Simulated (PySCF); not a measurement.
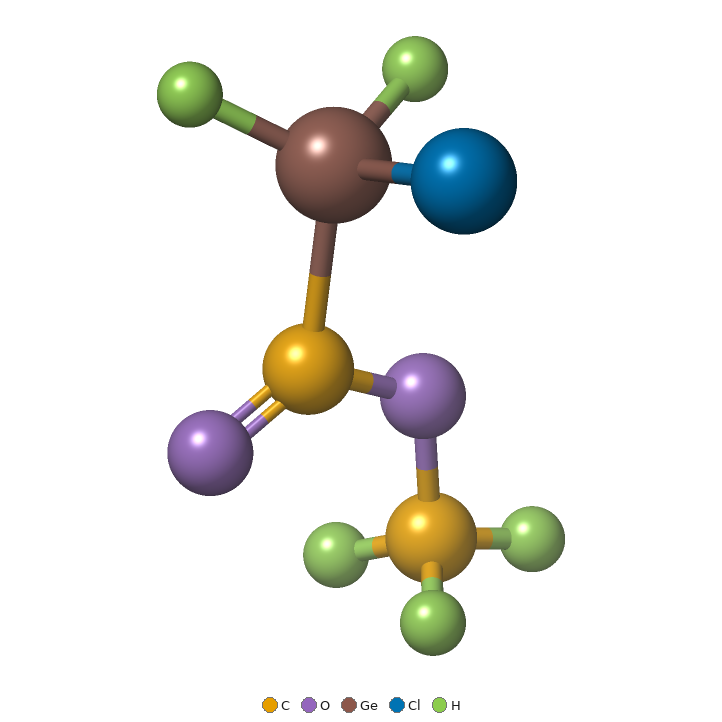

The geometry was computed by an optimisation with GFN2-xTB. No frequency run is at hand to confirm it as a minimum. Properties computed with B3LYP/def2-SVPD, gas phase (PySCF 2.14.0). Excitations: vertical, linear response.

What does the calculation give?

The species is C2H5ClGeO2 (`CO[C](=O)[GeH2][Cl]`).
- dipole moment: 2.62 D
- HOMO energy (Kohn–Sham orbital): −7.73 eV
- LUMO energy (Kohn–Sham orbital): −1.42 eV
- HOMO–LUMO gap: 6.31 eV
- mean static polarisability: 76.7 bohr³
- lowest vertical singlet excitation: 4.92 eV
- its oscillator strength: 0.006
- brightest of the 8 lowest singlets: 7.37 eV
- its oscillator strength: 0.09

The geometry is semi-empirical. Around Ge such bond lengths and angles can be off by a tenth of an ångström or more and by several degrees, and values that hang on the shape move with them.
